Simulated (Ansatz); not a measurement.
**C6H5Cl3Sn: one species, many methods, part 1 of 2**

How much do the methods differ for C6H5Cl3Sn? The plan is to run it at one geometry with functionals of several rungs and with coupled cluster. The yardstick is the atomisation energy at the CCSD(T) limit.

Method: functionals in def2-TZVPP, the program's frozen cores in correlated methods; program: Ansatz 0.2.0, Gaussian basis.

Plan: LDA (SPW92), PBE-D4, revPBE-D4, BLYP-D4, r2SCAN-D4, B97M-V, PBE0-D4, B3LYP-D4, r2SCANh-D4, r2SCAN0-D4, HSE06-D4, BHLYP-D4, CAM-B3LYP-D4, LC-ωPBE, ωB97X-V, ωB97M-V, B2PLYP, PBE-QIDH; CCSD(T)/def2-SVP; CCSD(T)/def2-TZVPP; MP2/def2-QZVPP; extrapolation to the limit; RPA on PBE.

### 1 Structure used throughout

The geometry comes from an earlier relaxation with PBE0-D4 in a triple-zeta def2 set; it is a stationary point, not always the lowest conformer. Sn takes the def2 core potential; no spin-orbit term is included.

SMILES `[Cl][Sn]([Cl])([Cl])[c]1ccccc1`, 15 atoms, charge 0, spin multiplicity 1.

Atoms are counted from 1 here; the program's logs count them from 0.

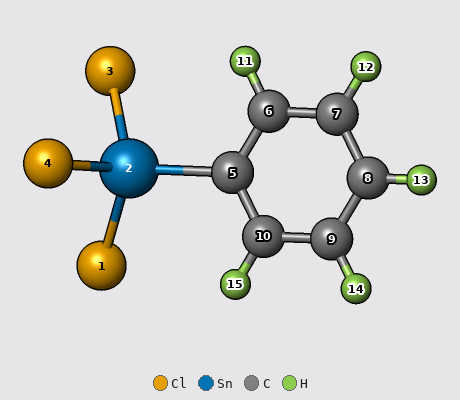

The geometry (chlorine amber, tin blue, carbon grey, hydrogen green); atoms are numbered from 1 in the order of the file.

As a file:

```
atom    x (Å)    y (Å)    z (Å)
 Cl1  -1.0611  -3.5212  -1.5968
 Sn2   0.1956  -1.6179  -1.9606
 Cl3   2.3936  -2.2366  -2.3077
 Cl4  -0.5405  -0.7486  -3.9690
  C5   0.0342  -0.2875  -0.3390
  C6   1.0906   0.5655  -0.0399
  C7   0.9759   1.4478   1.0241
  C8  -0.1853   1.4747   1.7823
  C9  -1.2356   0.6194   1.4834
 C10  -1.1297  -0.2661   0.4213
 H11   2.0050   0.5428  -0.6228
 H12   1.7977   2.1133   1.2617
 H13  -0.2710   2.1646   2.6138
 H14  -2.1404   0.6382   2.0797
 H15  -1.9508  -0.9391   0.1988
```

### 2 LDA

This LDA is Slater exchange with PW92 correlation.

Contents of in.yaml:

```yaml
crystal:
  periodic: [false, false, false]
  atoms:
    - {symbol: Cl, position_ang: [-1.061120, -3.521207, -1.596830]}
    - {symbol: Sn, position_ang: [0.195613, -1.617874, -1.960582]}
    - {symbol: Cl, position_ang: [2.393581, -2.236554, -2.307696]}
    - {symbol: Cl, position_ang: [-0.540527, -0.748590, -3.968994]}
    - {symbol: C, position_ang: [0.034180, -0.287521, -0.339048]}
    - {symbol: C, position_ang: [1.090563, 0.565532, -0.039865]}
    - {symbol: C, position_ang: [0.975938, 1.447789, 1.024068]}
    - {symbol: C, position_ang: [-0.185271, 1.474675, 1.782265]}
    - {symbol: C, position_ang: [-1.235591, 0.619396, 1.483445]}
    - {symbol: C, position_ang: [-1.129661, -0.266124, 0.421312]}
    - {symbol: H, position_ang: [2.005027, 0.542755, -0.622798]}
    - {symbol: H, position_ang: [1.797659, 2.113281, 1.261698]}
    - {symbol: H, position_ang: [-0.270997, 2.164643, 2.613776]}
    - {symbol: H, position_ang: [-2.140411, 0.638157, 2.079702]}
    - {symbol: H, position_ang: [-1.950783, -0.939059, 0.198848]}
basis:
  gaussian: {orbitals: def2-TZVPP}
hamiltonian: {xc: lda}
output: {orbitals: {seedname: orbitals}}
```

The run is started by

```
$ ansatz run in.yaml --threads 4 --pin off --events-out ev --progress --plain --max-ram 46080MiB --backend cuda --devices 0, --max-vram 37GiB
```

Standard output (excerpt; [...] marks lines left out):

```text
Functional definition: SPW92
  name "SPW92"
  cite "Dirac, Proc. Camb. Phil. Soc. 26, 376 (1930) doi:10.1017/S0305004100016108"
  cite "Slater, Phys. Rev. 81, 385 (1951) doi:10.1103/PhysRev.81.385"
  cite "Perdew & Wang, Phys. Rev. B 45, 13244 (1992) doi:10.1103/PhysRevB.45.13244"
[...]
2645 factors; their error is unknown
[...]
mean field -49521.96441999 eV, -1819.8986252415 hartree, gradient 8.0e-5 eV, S^2 0.000000; 0 other end points of the search recorded, 0 dependent functions left out
reference -49521.96447267 eV, -1819.8986271774 hartree; 57, 57 occupied and 375, 375 virtual orbitals, 2645 factors
Total energy: -49521.96447267 eV, -1819.8986271774 hartree
```

Wall time 4.6 s (1 × H100 (card shared with other runs) with 4 threads of AMD EPYC 7R13, shared host); peak host memory 0.96 GiB.

Atomisation energy: 78.339 eV (free atoms -49443.625 eV, run apart). HOMO -7.33 eV, LUMO -3.17 eV.

### 3 PBE-D4 (GGA)

in.yaml, as its differences from that of step 2:

```diff
@@ -20,3 +20,3 @@
   gaussian: {orbitals: def2-TZVPP}
-hamiltonian: {xc: lda}
-output: {orbitals: {seedname: orbitals}}
+hamiltonian: {xc: pbe, dispersion: d4}
+output: {forces: true, orbitals: {seedname: orbitals}}
```

Launched as before.

Standard output (excerpt; [...] marks lines left out):

```text
Functional definition: PBE
  name "PBE"
  cite "Perdew, Burke & Ernzerhof, Phys. Rev. Lett. 77, 3865 (1996) doi:10.1103/PhysRevLett.77.3865"
  parent pbe
[...]
2645 factors; their error is unknown
[...]
mean field -49686.63743126 eV, -1825.9502467864 hartree, gradient 4.9e-5 eV, S^2 0.000000; 0 other end points of the search recorded, 0 dependent functions left out
[...]
Atom 11 at     1.797659     2.113281     1.261698 Å, force     0.183753     0.144963     0.048798 eV/Å
Atom 12 at    -0.270997     2.164643     2.613776 Å, force    -0.019047     0.151961     0.182304 eV/Å
Atom 13 at    -2.140411     0.638157     2.079702 Å, force    -0.201407     0.000692     0.128814 eV/Å
Atom 14 at    -1.950783    -0.939059     0.198848 Å, force    -0.177048    -0.147270    -0.047884 eV/Å
Dipole moment:    -0.068920     0.570351     0.696391 e Å
```

It took 4.1 s on 1 × H100 (card shared with other runs) with 4 threads of AMD EPYC 7R13, shared host; peak host memory 0.98 GiB.

Atomisation energy: 70.059 eV (free atoms -49617.202 eV, run apart). HOMO -7.10 eV, LUMO -2.86 eV.

### 4 revPBE-D4 (GGA)

in.yaml, as its differences from that of step 3:

```diff
@@ -20,3 +20,3 @@
   gaussian: {orbitals: def2-TZVPP}
-hamiltonian: {xc: pbe, dispersion: d4}
-output: {forces: true, orbitals: {seedname: orbitals}}
+hamiltonian: {xc: {name: revPBE}, dispersion: d4}
+output: {orbitals: {seedname: orbitals}}
```

The command is unchanged.

Standard output (excerpt; [...] marks lines left out):

```text
Functional definition: revPBE
  name "revPBE"
  cite "Zhang & Yang, Phys. Rev. Lett. 80, 890 (1998) doi:10.1103/PhysRevLett.80.890"
  cite "Perdew, Burke & Ernzerhof, Phys. Rev. Lett. 77, 3865 (1996) doi:10.1103/PhysRevLett.77.3865"
[...]
2645 factors; their error is unknown
[...]
mean field -49702.69944331 eV, -1826.5405148420 hartree, gradient 5.3e-5 eV, S^2 0.000000; 0 other end points of the search recorded, 0 dependent functions left out
reference -49702.69951618 eV, -1826.5405175198 hartree; 57, 57 occupied and 375, 375 virtual orbitals, 2645 factors
Total energy: -49704.34275525 eV, -1826.6009054420 hartree
```

Run time: 3.3 s. Hardware: 1 × H100 (card shared with other runs) with 4 threads of AMD EPYC 7R13, shared host; peak host memory 0.97 GiB.

Atomisation energy: 68.162 eV (free atoms -49636.181 eV, run apart). HOMO -7.02 eV, LUMO -2.75 eV.

### 5 BLYP-D4 (GGA)

in.yaml, as its differences from that of step 4:

```diff
@@ -20,3 +20,3 @@
   gaussian: {orbitals: def2-TZVPP}
-hamiltonian: {xc: {name: revPBE}, dispersion: d4}
+hamiltonian: {xc: {name: BLYP}, dispersion: d4}
 output: {orbitals: {seedname: orbitals}}
```

The command is unchanged.

Standard output (excerpt; [...] marks lines left out):

```text
Functional definition: BLYP
  name "BLYP"
  cite "Becke, Phys. Rev. A 38, 3098 (1988) doi:10.1103/PhysRevA.38.3098"
  cite "Lee, Yang & Parr, Phys. Rev. B 37, 785 (1988) doi:10.1103/PhysRevB.37.785"
[...]
2645 factors; their error is unknown
[...]
mean field -49705.73369307 eV, -1826.6520214639 hartree, gradient 6.7e-6 eV, S^2 0.000000; 0 other end points of the search recorded, 0 dependent functions left out
reference -49705.73419231 eV, -1826.6520398105 hartree; 57, 57 occupied and 375, 375 virtual orbitals, 2645 factors
Total energy: -49707.04780293 eV, -1826.7003141107 hartree
```

Wall time 4 s (1 × H100 (card shared with other runs) with 4 threads of AMD EPYC 7R13, shared host); peak host memory 0.98 GiB.

Atomisation energy: 67.379 eV (free atoms -49639.669 eV, run apart). HOMO -6.90 eV, LUMO -2.79 eV.

### 6 r2SCAN-D4 (meta-GGA)

in.yaml, as its differences from that of step 5:

```diff
@@ -20,3 +20,3 @@
   gaussian: {orbitals: def2-TZVPP}
-hamiltonian: {xc: {name: BLYP}, dispersion: d4}
-output: {orbitals: {seedname: orbitals}}
+hamiltonian: {xc: r2scan, dispersion: d4}
+output: {forces: true, orbitals: {seedname: orbitals}}
```

Launched as before.

Standard output (excerpt; [...] marks lines left out):

```text
Functional definition: r2SCAN
  name "r2SCAN"
  cite "Furness, Kaplan, Ning, Perdew & Sun, J. Phys. Chem. Lett. 11, 8208 (2020) doi:10.1021/acs.jpclett.0c02405"
  cite "Furness, Kaplan, Ning, Perdew & Sun, J. Phys. Chem. Lett. 11, 9248 (2020) doi:10.1021/acs.jpclett.0c03077"
  parent r2scan
[...]
2645 factors; their error is unknown
[...]
Atom 11 at     1.797659     2.113281     1.261698 Å, force     0.001724    -0.001586    -0.002481 eV/Å
Atom 12 at    -0.270997     2.164643     2.613776 Å, force     0.000024    -0.000961    -0.001647 eV/Å
Atom 13 at    -2.140411     0.638157     2.079702 Å, force    -0.001048    -0.002615    -0.001894 eV/Å
Atom 14 at    -1.950783    -0.939059     0.198848 Å, force    -0.002214    -0.000768    -0.002003 eV/Å
Dipole moment:    -0.071243     0.588684     0.718318 e Å
```

Run time: 4.8 s. Hardware: 1 × H100 (card shared with other runs) with 4 threads of AMD EPYC 7R13, shared host; peak host memory 1 GiB.

With the free atoms at this level, -49638.428 eV in sum, the atomisation energy is 68.227 eV. HOMO -7.30 eV, LUMO -2.67 eV.

### 7 B97M-V (meta-GGA)

in.yaml, as its differences from that of step 6:

```diff
@@ -20,3 +20,3 @@
   gaussian: {orbitals: def2-TZVPP}
-hamiltonian: {xc: r2scan, dispersion: d4}
-output: {forces: true, orbitals: {seedname: orbitals}}
+hamiltonian: {xc: {name: B97M-V}}
+output: {orbitals: {seedname: orbitals}}
```

The command is unchanged.

Standard output (excerpt; [...] marks lines left out):

```text
Functional definition: B97M-V
  name "B97M-V"
  cite "Mardirossian & Head-Gordon, J. Chem. Phys. 142, 074111 (2015) doi:10.1063/1.4907719"
  cite "Becke, J. Chem. Phys. 107, 8554 (1997) doi:10.1063/1.475007"
  cite "Vydrov & Van Voorhis, J. Chem. Phys. 133, 244103 (2010) doi:10.1063/1.3521275"
  # Of w^i u^j: cxij and so on, Table III.
[...]
  gx(w, u) = cx00 + cx01*u + cx02*u^2 + (cx10 + cx11*u)*w
[...]
  gos(w, u) = cos00 + cos01*u + cos03*u^3 + cos10*w + cos32*w^3*u^2
[...]
      + integral(e_c_pw_mod_opposite_spin*gos(b97_w_opposite, b97_u_opposite)) + vv10(b, c)
2645 factors; their error is unknown
[...]
mean field -49701.24977414 eV, -1826.4872404824 hartree, gradient 2.5e-5 eV, S^2 0.000000; 0 other end points of the search recorded, 0 dependent functions left out
reference -49701.24985596 eV, -1826.4872434895 hartree; 57, 57 occupied and 375, 375 virtual orbitals, 2645 factors
Total energy: -49701.24985596 eV, -1826.4872434895 hartree
```

It took 4.9 s on 1 × H100 (card shared with other runs) with 4 threads of AMD EPYC 7R13, shared host; peak host memory 1.1 GiB.

Atomisation energy: 68.373 eV (free atoms -49632.877 eV, run apart). HOMO -7.22 eV, LUMO -2.56 eV.

### 8 PBE0-D4 (hybrid)

in.yaml, as its differences from that of step 7:

```diff
@@ -20,3 +20,3 @@
   gaussian: {orbitals: def2-TZVPP}
-hamiltonian: {xc: {name: B97M-V}}
+hamiltonian: {xc: pbe0, dispersion: d4}
 output: {orbitals: {seedname: orbitals}}
```

Its log isn't repeated here (it stands with the study of this molecule's fields); it ends on a total energy of -49691.092961 eV.

With the free atoms at this level, -49622.368 eV in sum, the atomisation energy is 68.724 eV. HOMO -8.09 eV, LUMO -1.95 eV.

### 9 B3LYP-D4 (hybrid)

B3LYP here takes the VWN-RPA correlation.

in.yaml, as its differences from that of step 8:

```diff
@@ -20,3 +20,3 @@
   gaussian: {orbitals: def2-TZVPP}
-hamiltonian: {xc: pbe0, dispersion: d4}
-output: {orbitals: {seedname: orbitals}}
+hamiltonian: {xc: {name: B3LYP}, dispersion: d4}
+output: {forces: true, orbitals: {seedname: orbitals}}
```

Launched as before.

Standard output:

```text
Functional definition: B3LYP
  name "B3LYP"
  cite "Stephens, Devlin, Chabalowski & Frisch, J. Phys. Chem. 98, 11623 (1994) doi:10.1021/j100096a001"
  cite "Becke, Phys. Rev. A 38, 3098 (1988) doi:10.1103/PhysRevA.38.3098"
  cite "Lee, Yang & Parr, Phys. Rev. B 37, 785 (1988) doi:10.1103/PhysRevB.37.785"
  cite "Vosko, Wilk & Nusair, Can. J. Phys. 58, 1200 (1980) doi:10.1139/p80-159"
  parameter a0 = 0.2
  parameter ax = 0.72
  parameter ac = 0.81
  exchange = (1 - a0 - ax)*slater_x + ax*b88_x + a0*exact_x
  correlation = (1 - ac)*vwn_rpa_c + ac*lyp_c
2746 factors; their error is unknown
mean field evaluation 1: about -49699.7479 eV, gradient 7.4e1 eV
mean field evaluation 2: about -49677.7344 eV, gradient 1.2e2 eV
mean field evaluation 4: about -49713.1271 eV, gradient 9.0e0 eV
mean field evaluation 8: about -49713.3051 eV, gradient 2.7e-1 eV
mean field evaluation 16: about -49713.4234 eV, gradient 1.5e-2 eV
mean field -49713.42337009 eV, -1826.9346118821 hartree, gradient 8.4e-6 eV, S^2 0.000000; 0 other end points of the search recorded, 0 dependent functions left out
the calculation of the forces begins
reference -49713.42373991 eV, -1826.9346254728 hartree; 57, 57 occupied and 375, 375 virtual orbitals, 2746 factors
Total energy: -49714.42653282 eV, -1826.9714774324 hartree
Atom 0 at    -1.061120    -3.521207    -1.596830 Å, force    -0.187964    -0.285074     0.060098 eV/Å
Atom 1 at     0.195613    -1.617874    -1.960582 Å, force    -0.008317     0.075591     0.096563 eV/Å
Atom 2 at     2.393581    -2.236554    -2.307696 Å, force     0.331078    -0.092089    -0.046670 eV/Å
Atom 3 at    -0.540527    -0.748590    -3.968994 Å, force    -0.115021     0.140761    -0.304774 eV/Å
Atom 4 at     0.034180    -0.287521    -0.339048 Å, force    -0.004186     0.043146     0.057547 eV/Å
Atom 5 at     1.090563     0.565532    -0.039865 Å, force     0.173561    -0.001300    -0.111942 eV/Å
Atom 6 at     0.975938     1.447789     1.024068 Å, force     0.161869     0.129939     0.046137 eV/Å
Atom 7 at    -0.185271     1.474675     1.782265 Å, force    -0.017710     0.141405     0.169720 eV/Å
Atom 8 at    -1.235591     0.619396     1.483445 Å, force    -0.177757     0.002730     0.116669 eV/Å
Atom 9 at    -1.129661    -0.266124     0.421312 Å, force    -0.158250    -0.125693    -0.043150 eV/Å
Atom 10 at     2.005027     0.542755    -0.622798 Å, force    -0.075258     0.004753     0.051096 eV/Å
Atom 11 at     1.797659     2.113281     1.261698 Å, force    -0.056728    -0.044663    -0.015328 eV/Å
Atom 12 at    -0.270997     2.164643     2.613776 Å, force     0.005797    -0.047422    -0.057635 eV/Å
Atom 13 at    -2.140411     0.638157     2.079702 Å, force     0.062048    -0.000169    -0.039986 eV/Å
Atom 14 at    -1.950783    -0.939059     0.198848 Å, force     0.066837     0.058086     0.021655 eV/Å
Dipole moment:    -0.069449     0.576010     0.704107 e Å
```

Wall time 4.2 s (1 × H100 (card shared with other runs) with 4 threads of AMD EPYC 7R13, shared host); peak host memory 1.1 GiB.

Atomisation energy: 67.358 eV (free atoms -49647.069 eV, run apart). HOMO -7.85 eV, LUMO -2.24 eV.

### 10 r2SCANh-D4 (hybrid)

in.yaml, as its differences from that of step 9:

```diff
@@ -20,3 +20,3 @@
   gaussian: {orbitals: def2-TZVPP}
-hamiltonian: {xc: {name: B3LYP}, dispersion: d4}
-output: {forces: true, orbitals: {seedname: orbitals}}
+hamiltonian: {xc: {name: r2SCANh}, dispersion: d4}
+output: {orbitals: {seedname: orbitals}}
```

Same command.

Standard output (excerpt; [...] marks lines left out):

```text
Functional definition: r2SCANh
  name "r2SCANh"
  cite "Bursch, Neugebauer, Ehlert & Grimme, J. Chem. Phys. 156, 134105 (2022) doi:10.1063/5.0086040"
  cite "Furness, Kaplan, Ning, Perdew & Sun, J. Phys. Chem. Lett. 11, 8208 (2020) doi:10.1021/acs.jpclett.0c02405"
  cite "Furness, Kaplan, Ning, Perdew & Sun, J. Phys. Chem. Lett. 11, 9248 (2020) doi:10.1021/acs.jpclett.0c03077"
  parent r2scan
[...]
2660 factors; their error is unknown
[...]
mean field -49705.76540173 eV, -1826.6531867357 hartree, gradient 2.3e-5 eV, S^2 0.000000; 0 other end points of the search recorded, 0 dependent functions left out
reference -49705.76541623 eV, -1826.6531872685 hartree; 57, 57 occupied and 375, 375 virtual orbitals, 2660 factors
Total energy: -49705.94363059 eV, -1826.6597365256 hartree
```

Run time: 3.3 s. Hardware: 1 × H100 (card shared with other runs) with 4 threads of AMD EPYC 7R13, shared host; peak host memory 1 GiB.

With the free atoms at this level, -49638.195 eV in sum, the atomisation energy is 67.749 eV. HOMO -7.67 eV, LUMO -2.34 eV.

### 11 r2SCAN0-D4 (hybrid)

in.yaml, as its differences from that of step 10:

```diff
@@ -20,3 +20,3 @@
   gaussian: {orbitals: def2-TZVPP}
-hamiltonian: {xc: {name: r2SCANh}, dispersion: d4}
+hamiltonian: {xc: {name: r2SCAN0}, dispersion: d4}
 output: {orbitals: {seedname: orbitals}}
```

The command is unchanged.

Standard output (excerpt; [...] marks lines left out):

```text
Functional definition: r2SCAN0
  name "r2SCAN0"
  cite "Bursch, Neugebauer, Ehlert & Grimme, J. Chem. Phys. 156, 134105 (2022) doi:10.1063/5.0086040"
  cite "Furness, Kaplan, Ning, Perdew & Sun, J. Phys. Chem. Lett. 11, 8208 (2020) doi:10.1021/acs.jpclett.0c02405"
  cite "Furness, Kaplan, Ning, Perdew & Sun, J. Phys. Chem. Lett. 11, 9248 (2020) doi:10.1021/acs.jpclett.0c03077"
  parent r2scan
[...]
2811 factors; their error is unknown
[...]
mean field -49704.73930891 eV, -1826.6154785200 hartree, gradient 2.7e-5 eV, S^2 0.000000; 0 other end points of the search recorded, 0 dependent functions left out
reference -49704.73932141 eV, -1826.6154789793 hartree; 57, 57 occupied and 375, 375 virtual orbitals, 2811 factors
Total energy: -49704.93652276 eV, -1826.6227259953 hartree
```

It took 3.5 s on 1 × H100 (card shared with other runs) with 4 threads of AMD EPYC 7R13, shared host; peak host memory 1 GiB.

Atomisation energy: 67.064 eV (free atoms -49637.872 eV, run apart). HOMO -8.23 eV, LUMO -1.84 eV.

### 12 HSE06-D4 (hybrid)

HSE06 is the plane-wave form, built on full-range PBE exchange.

in.yaml, as its differences from that of step 11:

```diff
@@ -20,3 +20,3 @@
   gaussian: {orbitals: def2-TZVPP}
-hamiltonian: {xc: {name: r2SCAN0}, dispersion: d4}
+hamiltonian: {xc: hse06, dispersion: d4}
 output: {orbitals: {seedname: orbitals}}
```

Same command.

Standard output (excerpt; [...] marks lines left out):

```text
Functional definition: HSE06
  name "HSE06"
  cite "Heyd, Scuseria & Ernzerhof, J. Chem. Phys. 118, 8207 (2003) doi:10.1063/1.1564060"
  cite "Krukau, Vydrov, Izmaylov & Scuseria, J. Chem. Phys. 125, 224106 (2006) doi:10.1063/1.2404663"
  cite "Heyd & Scuseria, J. Chem. Phys. 120, 7274 (2004) doi:10.1063/1.1668634"
  cite "Ernzerhof & Perdew, J. Chem. Phys. 109, 3313 (1998) doi:10.1063/1.476928"
[...]
2811 factors; their error is unknown
158 factors; integrals over basis functions are off by at most 2.4e-7 eV
[...]
mean field -49689.53471198 eV, -1826.0567198890 hartree, gradient 3.4e-5 eV, S^2 0.000000; 0 other end points of the search recorded, 0 dependent functions left out
reference -49689.53476838 eV, -1826.0567219615 hartree; 57, 57 occupied and 375, 375 virtual orbitals, 2811 factors
Total energy: -49690.04727051 eV, -1826.0755560675 hartree
```

It took 2.9 s on 1 × H100 (card shared with other runs) with 4 threads of AMD EPYC 7R13, shared host; peak host memory 1 GiB.

With the free atoms at this level, -49621.272 eV in sum, the atomisation energy is 68.775 eV. HOMO -7.69 eV, LUMO -2.33 eV.

### 13 BHLYP-D4 (hybrid)

in.yaml, as its differences from that of step 12:

```diff
@@ -20,3 +20,3 @@
   gaussian: {orbitals: def2-TZVPP}
-hamiltonian: {xc: hse06, dispersion: d4}
+hamiltonian: {xc: {name: BHLYP}, dispersion: d4}
 output: {orbitals: {seedname: orbitals}}
```

Launched as before.

Standard output (excerpt; [...] marks lines left out):

```text
Functional definition: BHLYP
  name "BHLYP"
  cite "Becke, J. Chem. Phys. 98, 1372 (1993) doi:10.1063/1.464304"
  cite "Becke, Phys. Rev. A 38, 3098 (1988) doi:10.1103/PhysRevA.38.3098"
  cite "Lee, Yang & Parr, Phys. Rev. B 37, 785 (1988) doi:10.1103/PhysRevB.37.785"
[...]
3137 factors; their error is unknown
[...]
mean field -49704.49828665 eV, -1826.6066211153 hartree, gradient 3.4e-5 eV, S^2 0.000000; 0 other end points of the search recorded, 0 dependent functions left out
reference -49704.49853662 eV, -1826.6066303017 hartree; 57, 57 occupied and 375, 375 virtual orbitals, 3137 factors
Total energy: -49705.33667108 eV, -1826.6374311748 hartree
```

Run time: 2.9 s. Hardware: 1 × H100 (card shared with other runs) with 4 threads of AMD EPYC 7R13, shared host; peak host memory 0.99 GiB.

With the free atoms at this level, -49639.981 eV in sum, the atomisation energy is 65.356 eV. HOMO -8.85 eV, LUMO -0.94 eV.

### 14 CAM-B3LYP-D4 (range-separated)

in.yaml, as its differences from that of step 13:

```diff
@@ -20,3 +20,3 @@
   gaussian: {orbitals: def2-TZVPP}
-hamiltonian: {xc: {name: BHLYP}, dispersion: d4}
+hamiltonian: {xc: {name: CAM-B3LYP}, dispersion: d4}
 output: {orbitals: {seedname: orbitals}}
```

Launched as before.

Standard output (excerpt; [...] marks lines left out):

```text
Functional definition: CAM-B3LYP
  name "CAM-B3LYP"
  cite "Yanai, Tew & Handy, Chem. Phys. Lett. 393, 51 (2004) doi:10.1016/j.cplett.2004.06.011"
  cite "Iikura, Tsuneda, Yanai & Hirao, J. Chem. Phys. 115, 3540 (2001) doi:10.1063/1.1383587"
  cite "Becke, Phys. Rev. A 38, 3098 (1988) doi:10.1103/PhysRevA.38.3098"
  cite "Lee, Yang & Parr, Phys. Rev. B 37, 785 (1988) doi:10.1103/PhysRevB.37.785"
[...]
2746 factors; their error is unknown
558 factors; integrals over basis functions are off by at most 9.0e-6 eV
[...]
mean field -49707.27913565 eV, -1826.7088154314 hartree, gradient 6.2e-5 eV, S^2 0.000000; 0 other end points of the search recorded, 0 dependent functions left out
reference -49707.27931542 eV, -1826.7088220376 hartree; 57, 57 occupied and 375, 375 virtual orbitals, 2746 factors
Total energy: -49707.84308741 eV, -1826.7295402762 hartree
```

Run time: 2.7 s. Hardware: 1 × H100 (card shared with other runs) with 4 threads of AMD EPYC 7R13, shared host; peak host memory 1 GiB.

With the free atoms at this level, -49640.379 eV in sum, the atomisation energy is 67.464 eV. HOMO -9.29 eV, LUMO -0.93 eV.

(Continued in part 2 of 2.)
